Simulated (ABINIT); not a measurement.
# Quasiparticle gap of AlN (F-43m) in ABINIT, part 2 of 3

Wanted: ground state, empty states, screening and self-energy for AlN (F-43m).

ABINIT 10.8.3; PBE and many-body steps on it, plane waves. Known limits of the many-body steps: not at the basis limit.

So far. Step 2 (Ground state): The gap is indirect, with the least direct gap 0.87 eV higher.

## (3) Bands along the symmetry lines

Level of this step: DFT, PBE, plane waves, norm-conserving pseudopotentials (ABINIT).

The cheap functional maps the bands first; the places of the edges decide which points the dearer methods must see.

Input file run.abi:

```
acell 3*1.0 Angstrom
rprim 
  -0.000000000000 2.183993559600 2.183993559600
  2.183993559600 -0.000000000000 2.183993559600
  2.183993559600 2.183993559600 -0.000000000000
ntypat 2
znucl 13 7
natom 2
typat 1 2
xred 
  0.000000000000 0.000000000000 0.000000000000
  0.750000000000 0.750000000000 0.750000000000
pp_dirpath "pseudos"
pseudos "Al.upf, N.upf"
ecut 36
iscf -2
irdden 1
kptopt 0
nkpt 50
kpt 
  0.00000000 0.00000000 0.00000000
  -0.06250000 -0.06250000 0.00000000
  -0.12500000 -0.12500000 0.00000000
  -0.18750000 -0.18750000 0.00000000
  -0.25000000 -0.25000000 0.00000000
  -0.31250000 -0.31250000 0.00000000
  -0.37500000 -0.37500000 0.00000000
  -0.43750000 -0.43750000 0.00000000
  -0.50000000 -0.50000000 0.00000000
  -0.48437500 -0.48437500 0.03125000
  -0.46875000 -0.46875000 0.06250000
  -0.45312500 -0.45312500 0.09375000
  -0.43750000 -0.43750000 0.12500000
  -0.42187500 -0.42187500 0.15625000
  -0.40625000 -0.40625000 0.18750000
  -0.39062500 -0.39062500 0.21875000
  -0.37500000 -0.37500000 0.25000000
  -0.37500000 0.00000000 0.37500000
  -0.32812500 0.00000000 0.32812500
  -0.28125000 0.00000000 0.28125000
  -0.23437500 0.00000000 0.23437500
  -0.18750000 0.00000000 0.18750000
  -0.14062500 0.00000000 0.14062500
  -0.09375000 0.00000000 0.09375000
  -0.04687500 0.00000000 0.04687500
  0.00000000 0.00000000 0.00000000
  0.00000000 0.00000000 0.06250000
  0.00000000 0.00000000 0.12500000
  0.00000000 0.00000000 0.18750000
  0.00000000 0.00000000 0.25000000
  0.00000000 0.00000000 0.31250000
  0.00000000 0.00000000 0.37500000
  0.00000000 0.00000000 0.43750000
  0.00000000 0.00000000 0.50000000
  -0.06250000 -0.03125000 0.46875000
  -0.12500000 -0.06250000 0.43750000
  -0.18750000 -0.09375000 0.40625000
  -0.25000000 -0.12500000 0.37500000
  -0.31250000 -0.15625000 0.34375000
  -0.37500000 -0.18750000 0.31250000
  -0.43750000 -0.21875000 0.28125000
  -0.50000000 -0.25000000 0.25000000
  -0.50000000 -0.28125000 0.21875000
  -0.50000000 -0.31250000 0.18750000
  -0.50000000 -0.34375000 0.15625000
  -0.50000000 -0.37500000 0.12500000
  -0.50000000 -0.40625000 0.09375000
  -0.50000000 -0.43750000 0.06250000
  -0.50000000 -0.46875000 0.03125000
  -0.50000000 -0.50000000 0.00000000
istwfk *1
nband 11
nbdbuf 2
tolwfr 1e-08
nstep 40
prtwf 0
prtvol 0
indata_prefix "in"
outdata_prefix "out"
tmpdata_prefix "tmp"
```

On the command line:

```bash
OMP_NUM_THREADS=1 mpirun -n 4 abinit run.abi > log
```

Numbers of over 12 decimals in the logs are rounded to 6 here.

Log:

```text
.Version 10.8.3 of ABINIT. v10.8.2 released Aug 2026.

 Symmetries : space group F-4 3 m (#216); Bravais cF (face-center cubic)
[... echo of the input left out ...]
== DATASET  1 ==================================================================
-   mpi_nproc: 4, omp_nthreads: 1 (-1 if OMP is not activated)

--- !DatasetInfo
iteration_state: {dtset: 1, }
dimensions: {natom: 2, nkpt: 50, mband: 11, nsppol: 1, nspinor: 1, nspden: 1, mpw: 1475, }
cutoff_energies: {ecut:  36.0, pawecutdg:  -1.0, }
electrons: {nelect:   8.00000000E+00, charge:   0.00000000E+00, occopt:   1.00000000E+00, tsmear:   1.00000000E-02, }

 Real(R)+Recip(G) space primitive vectors, cartesian coordinates (Bohr,Bohr^-1):
 R(1)=  0.0000000  4.1271497  4.1271497  G(1)= -0.1211490  0.1211490  0.1211490
 R(2)=  4.1271497  0.0000000  4.1271497  G(2)=  0.1211490 -0.1211490  0.1211490
 R(3)=  4.1271497  4.1271497  0.0000000  G(3)=  0.1211490  0.1211490 -0.1211490
 Unit cell volume ucvol=  1.4059849E+02 bohr^3
 Angles (23,13,12)=  6.00000000E+01  6.00000000E+01  6.00000000E+01 degrees

 getcut: wavevector=  0.0000  0.0000  0.0000  ngfft=  32  32  32
         ecut(hartree)=     36.000   => boxcut(ratio)=   2.02987

--- Pseudopotential description ------------------------------------------------
- Al Generated using ONCVPSP code by D. R. Hamann
- 13.00000   3.00000  171031                  znucl, zion, pspdat
12 -101130 2 -1 1876                          pspcod,pspxc,lmax,lloc,mmax
     nproj     2     2     2
  pspatm : epsatm=    4.08140545
         --- l  ekb(1:nproj) -->
             0    5.126667    0.728291
             1    7.287548    0.832437
             2   -2.770497   -0.637722
 pspatm: atomic psp has been read  and splines computed

- N Generated using ONCVPSP code by D. R. Hamann
-  7.00000   5.00000  171031                  znucl, zion, pspdat
12 -101130 1 -1 1058                          pspcod,pspxc,lmax,lloc,mmax
     nproj     2     2     0
  pspatm : epsatm=    5.20977870
         --- l  ekb(1:nproj) -->
[...]
pspatm: atomic psp has been read  and splines computed

--------------------------------------------------------------------------------

================================================================================
 prteigrs : about to open file out_EIG
 Non-SCF case, kpt    1 (  0.00000  0.00000  0.00000), residuals and eigenvalues=
  9.71E-10  2.77E-09  4.29E-09  7.32E-09  6.57E-10  1.48E-09  2.28E-09  8.19E-09
[...]
-3.6046E-01  1.8958E-01  1.8958E-01  1.8958E-01  3.4363E-01  6.5223E-01
  6.5223E-01  6.5223E-01  8.4170E-01  8.4170E-01  8.9101E-01
 Non-SCF case, kpt    2 ( -0.06250 -0.06250  0.00000), residuals and eigenvalues=
  1.61E-09  4.70E-09  3.30E-09  4.21E-09  2.01E-09  3.11E-09  1.76E-09  3.04E-09
[...]
-3.5763E-01  1.7673E-01  1.8652E-01  1.8652E-01  3.5768E-01  6.4259E-01
[...]
5.51E-09  4.84E-09  2.51E-09  3.94E-09  1.53E-09  4.56E-09  1.74E-09  7.44E-09
[...]
-3.4934E-01  1.4803E-01  1.7814E-01  1.7814E-01  3.8760E-01  6.1896E-01
  6.6769E-01  6.6769E-01  6.9898E-01  8.5904E-01  9.2688E-01
[...]
Non-SCF case, kpt   49 ( -0.50000 -0.46875  0.03125), residuals and eigenvalues=
[...]
-2.6170E-01  1.0381E-02  1.2267E-01  1.2270E-01  3.1521E-01  5.1016E-01
  6.9990E-01  7.6114E-01  7.6755E-01  1.0562E+00  1.0588E+00
 Non-SCF case, kpt   50 ( -0.50000 -0.50000  0.00000), residuals and eigenvalues=
[...]
-2.6178E-01  9.5895E-03  1.2433E-01  1.2433E-01  3.1176E-01  5.0752E-01
  7.0112E-01  7.6645E-01  7.6645E-01  1.0537E+00  1.0698E+00

--- !ResultsGS
iteration_state: {dtset: 1, }
comment   : Summary of ground state results
lattice_vectors:
- [ -0.0000000,   4.1271497,   4.1271497, ]
- [  4.1271497,  -0.0000000,   4.1271497, ]
- [  4.1271497,   4.1271497,  -0.0000000, ]
lattice_lengths: [   5.83667,    5.83667,    5.83667, ]
lattice_angles: [ 60.000,  60.000,  60.000, ] # degrees, (23, 13, 12)
lattice_volume:   1.4059849E+02
convergence: {deltae:  0.000E+00, res2:  0.000E+00, residm:  9.997E-09, diffor:  0.000E+00, }
etotal    :  -1.27923967E+01
entropy   :   0.00000000E+00
fermie    :   1.89575042E-01
cartesian_stress_tensor: null
pressure_GPa: null
xred      :
- [  0.0000E+00,   0.0000E+00,   0.0000E+00, Al]
- [  7.5000E-01,   7.5000E-01,   7.5000E-01,  N]
cartesian_forces: null
force_length_stats: {min: null, max: null, mean: null, }

 Integrated electronic density in atomic spheres:
 ------------------------------------------------
 Atom  Sphere_radius  Integrated_density
[...]
================================================================================

 ----iterations are completed or convergence reached----

 Mean square residual over all n,k,spin=   46.700E-10; max=  99.965E-10
 reduced coordinates (array xred) for    2 atoms
[...]
cartesian coordinates (angstrom) at end:
    1      0.000000     0.000000     0.000000
    2      3.275990     3.275990     3.275990
 length scales=  1.889726125908  1.889726125908  1.889726125908 bohr
              =  1.000000000000  1.000000000000  1.000000000000 angstroms
 prteigrs : about to open file out_EIG
 Eigenvalues (hartree) for nkpt=  50  k points:
 kpt#   1, nband= 11, wtk=  1.00000, kpt=  0.0000  0.0000  0.0000 (reduced coord)
[...]
kpt#   2, nband= 11, wtk=  1.00000, kpt= -0.0625 -0.0625  0.0000 (reduced coord)
[...]
kpt#   3, nband= 11, wtk=  1.00000, kpt= -0.1250 -0.1250  0.0000 (reduced coord)
[...]
kpt#  49, nband= 11, wtk=  1.00000, kpt= -0.5000 -0.4687  0.0313 (reduced coord)
  -0.26170    0.01038    0.12267    0.12270    0.31521    0.51016    0.69990    0.76114
   0.76755    1.05617    1.05884
 kpt#  50, nband= 11, wtk=  1.00000, kpt= -0.5000 -0.5000  0.0000 (reduced coord)
  -0.26178    0.00959    0.12433    0.12433    0.31176    0.50752    0.70112    0.76645
   0.76645    1.05374    1.06976

== END DATASET(S) ==============================================================
================================================================================

 -outvars: echo values of variables after computation  --------
            nband          11
             nkpt          50
          spgroup         216
 [... the other variables as echoed above ...]

 Calculation completed.
```

Run time: 3.8 s. Hardware: 4 MPI ranks of Intel Xeon Platinum 8375C at 2.90GHz (Ice Lake), shared host; peak memory 0.27 GiB; 15 s of CPU time.

Numbers from this step:

- gap: 3.325 eV
- k of the valence top: 0, 0, 0
- k of the conduction bottom: -0.5, -0.5, 0
- least direct gap: 4.192 eV

The gap is 3.325 eV, as in the run before at this level.

The electronic bands at the labelled points (eV, zero at the top of the highest filled band; v1 is the highest filled band, c1 the lowest empty one):

```tsv
point	v4	v3	v2	v1	c1	c2	c3	c4
Γ	-14.97	0.00	0.00	0.00	4.19	12.59	12.59	12.59
X	-12.28	-4.90	-1.78	-1.78	3.32	8.65	13.92	15.70
U	-12.30	-4.25	-3.63	-1.37	5.17	10.12	13.05	14.17
jump to K	-12.30	-4.25	-3.63	-1.37	5.17	10.12	13.05	14.17
Γ	-14.97	0.00	0.00	0.00	4.19	12.59	12.59	12.59
L	-12.92	-5.86	-0.48	-0.48	7.39	9.85	11.17	11.17
W	-12.23	-3.77	-3.44	-2.70	6.05	11.45	11.98	12.16
X	-12.28	-4.90	-1.78	-1.78	3.32	8.65	13.92	15.70
```

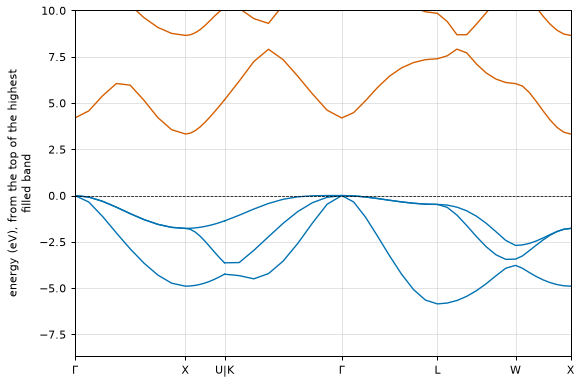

Electronic bands along the path; lines of filled and empty bands in two colours.

## (4) Empty states on the mesh, 6×6×6 mesh, 107 bands

The sums over transitions need many empty states on a uniform mesh; this step solves for them.

Input file run.abi:

```
acell 3*1.0 Angstrom
rprim 
  -0.000000000000 2.183993559600 2.183993559600
  2.183993559600 -0.000000000000 2.183993559600
  2.183993559600 2.183993559600 -0.000000000000
ntypat 2
znucl 13 7
natom 2
typat 1 2
xred 
  0.000000000000 0.000000000000 0.000000000000
  0.750000000000 0.750000000000 0.750000000000
pp_dirpath "pseudos"
pseudos "Al.upf, N.upf"
ecut 36
ngkpt 6 6 6
nshiftk 1
shiftk 0 0 0
kptopt 1
chksymbreak 0
irdden 1
istwfk *1
nband 107
prtvol 0
optdriver 6
gwr_task "HDIAGO"
paral_kgb 0
occopt 1
indata_prefix "in"
outdata_prefix "out"
tmpdata_prefix "tmp"
```

Log:

```text
[banner, memory and clock lines left out]
.Version 10.8.3 of ABINIT. v10.8.2 released Aug 2026.

 Symmetries : space group F-4 3 m (#216); Bravais cF (face-center cubic)
[... echo of the input left out ...]
== DATASET  1 ==================================================================
-   mpi_nproc: 4, omp_nthreads: 1 (-1 if OMP is not activated)

--- !DatasetInfo
iteration_state: {dtset: 1, }
dimensions: {natom: 2, nkpt: 16, mband: 107, nsppol: 1, nspinor: 1, nspden: 1, mpw: 1464, }
cutoff_energies: {ecut:  36.0, pawecutdg:  -1.0, }
electrons: {nelect:   8.00000000E+00, charge:   0.00000000E+00, occopt:   1.00000000E+00, tsmear:   1.00000000E-02, }

.Using double precision arithmetic; gwpc =  8

- Reading GS density from: in_DEN

--- Pseudopotential description ------------------------------------------------
- Al Generated using ONCVPSP code by D. R. Hamann
- 13.00000   3.00000  171031                  znucl, zion, pspdat
12 -101130 2 -1 1876                          pspcod,pspxc,lmax,lloc,mmax
     nproj     2     2     2
  pspatm : epsatm=    4.08140545
         --- l  ekb(1:nproj) -->
             0    5.126667    0.728291
             1    7.287548    0.832437
             2   -2.770497   -0.637722
 pspatm: atomic psp has been read  and splines computed

- N Generated using ONCVPSP code by D. R. Hamann
-  7.00000   5.00000  171031                  znucl, zion, pspdat
12 -101130 1 -1 1058                          pspcod,pspxc,lmax,lloc,mmax
     nproj     2     2     0
  pspatm : epsatm=    5.20977870
         --- l  ekb(1:nproj) -->
             0    7.494509    0.636305
             1   -4.293905   -1.006988
 pspatm: atomic psp has been read  and splines computed

   7.43294732E+01                                ecore*ucvol(ha*bohr**3)

 Total charge density [el/Bohr^3]
)     Maximum=    5.3984E-01  at reduced coord.    0.7813    0.7813    0.8125
)     Minimum=    1.3366E-03  at reduced coord.    0.0000    0.0000    0.0000
   Integrated=    8.0000E+00

 === KS gaps after direct diagonalization ===
 Indirect band gap semiconductor
 Fundamental gap:     3.325 (eV)
   VBM:     5.159 (eV) at k: [ 0.0000E+00,  0.0000E+00,  0.0000E+00]
   CBM:     8.483 (eV) at k: [ 5.0000E-01,  5.0000E-01,  0.0000E+00]
 Direct gap:         4.192 (eV) at k: [ 0.0000E+00,  0.0000E+00,  0.0000E+00]

== END DATASET(S) ==============================================================

 -outvars: echo values of variables after computation  --------
           etotal      0.0000000000E+00
            nband         107
             nkpt          16
          spgroup         216
 [... the other variables as echoed above ...]

 Calculation completed.
```

It took 9.4 s on 4 MPI ranks; peak memory 0.71 GiB.

This step gave:

```
gap                                                           : 3.325 eV
k of the valence top                                          : 0, 0, 0
k of the conduction bottom                                    : 0.5, 0.5, 0
least direct gap                                              : 4.192 eV
k points computed                                             : 16
lowest point of the top converged band, above the valence top : 142.0660 eV
```

On this mesh the gap is 3.325 eV.

## (5) Screening, 6×6×6 mesh, 99 bands, screening to 217.7 eV

The RPA dielectric matrix is built and inverted for each q.

This step: RPA screening on PBE, plane waves, norm-conserving pseudopotentials.

run.abi, as its differences from that of step 4:

```diff
@@ -20,10 +20,11 @@
 chksymbreak 0
-irdden 1
 istwfk *1
-nband 107
-prtvol 0
-optdriver 6
-gwr_task "HDIAGO"
-paral_kgb 0
 occopt 1
+irdwfk 1
+optdriver 3
+nband 99
+ecuteps 8
+inclvkb 2
+awtr 1
+symchi 1
 indata_prefix "in"
```

Log:

```text
.Version 10.8.3 of ABINIT. v10.8.2 released Aug 2026.

 Symmetries : space group F-4 3 m (#216); Bravais cF (face-center cubic)
[... echo of the input left out ...]
== DATASET  1 ==================================================================
-   mpi_nproc: 4, omp_nthreads: 1 (-1 if OMP is not activated)

--- !DatasetInfo
iteration_state: {dtset: 1, }
dimensions: {natom: 2, nkpt: 16, mband: 99, nsppol: 1, nspinor: 1, nspden: 1, mpw: 1464, }
cutoff_energies: {ecut:  36.0, pawecutdg:  -1.0, }
electrons: {nelect:   8.00000000E+00, charge:   0.00000000E+00, occopt:   1.00000000E+00, tsmear:   1.00000000E-02, }

 SCREENING: Calculation of the susceptibility and dielectric matrices

 Based on a program developped by R.W. Godby, V. Olevano, G. Onida, and L. Reining.
 Incorporated in ABINIT by V. Olevano, G.-M. Rignanese, and M. Torrent.
.Using double precision arithmetic ; gwpc =  8

[... cell and pseudopotentials left out ...]
--------------------------------------------------------------------------------

 ==== K-mesh for the wavefunctions ====
 Number of points in the irreducible wedge :    16
[... list of points left out ...]
 Together with 24 symmetry operations and time-reversal symmetry
 yields   216 points in the full Brillouin Zone.

 ==== Q-mesh for the screening function ====
 Number of points in the irreducible wedge :    16
[... list of points left out ...]
 Together with 24 symmetry operations and time-reversal symmetry
 yields   216 points in the full Brillouin Zone.

 setmesh: FFT mesh size selected  =    24x   24x   24
          total number of points  =        13824

 vcoul_init : cutoff-mode = AUXILIARY_FUNCTION
 q-points for optical limit:   1
     1)      0.000010    0.000020    0.000030

- screening: taking advantage of time-reversal symmetry
- Maximum band index for partially occupied states nbvw = 4
- Remaining bands to be divided among processors   nbcw = 95
- Number of bands treated by each node ~23

 Number of electrons calculated from density =    8.0000; Expected =    8.0000
 average of density, n =  0.056900
 r_s =    1.6129
 omega_plasma =   23.0097 [eV]

 calculating chi0 at frequencies [eV] :
  1    0.000000E+00    0.000000E+00
  2    0.000000E+00    2.300966E+01

--------------------------------------------------------------------------------
  q-point number  1        q = ( 0.000000, 0.000000, 0.000000) [r.l.u.]
--------------------------------------------------------------------------------
[... chi0 elements left out ...]
 For q-point:  0.000010 0.000020 0.000030
  dielectric constant =   4.3481
  dielectric constant without local fields =   4.7911

  Average fulfillment of the sum rule on Im[epsilon] for q-point    1 :     88.65  [%]
[... wings left out ...]
  q-point number  2        q = ( 0.166667, 0.000000, 0.000000) [r.l.u.]
--------------------------------------------------------------------------------
[... chi0 elements left out ...]
  Average fulfillment of the sum rule on Im[epsilon] for q-point    2 :     95.61  [%]

 [... 14 further q-points ...]
```

Elapsed: 40 s, on 4 MPI ranks; peak memory 0.77 GiB; 2.6 min of CPU time.

Numbers from this step:

```yaml
eps_infinity_with_local_fields_on_this_mesh_along_the_program_s_q_direction: 4.348
the_same_without_local_fields: 4.791
plasma_frequency: 23.01 eV
plane_waves_in_the_screening_matrix: 169
```

Local fields lower ε∞ by 9 %.

(Continued in part 3 of 3.)

[Paths, hosts, dates, memory and timing lines, banners, echoed tables and standing remarks are left out of the program output.]

[Logs are printed without paths, hosts, clocks, repeated set-up lines and the standing remarks that a program may print on its own settings, such as how far it seeks lower states.]

[Runs of the session that timed out or met a known fault of the program may be left out.]

[Hosts, paths, dates, database ids (printed as entryN), source tags and the programs' standing remarks are cut or masked in the printed files.]

[G0W0 gaps are taken among the corrected bands and points alone; a level outside them can change the order at an edge.]

[Where Ansatz stands beside ABINIT at settings called matched, ABINIT's density can come from a denser mesh and the files from another edition; pairs whose starting gaps differed by over 0.03 eV were left out, so agreement reads better than it is.]
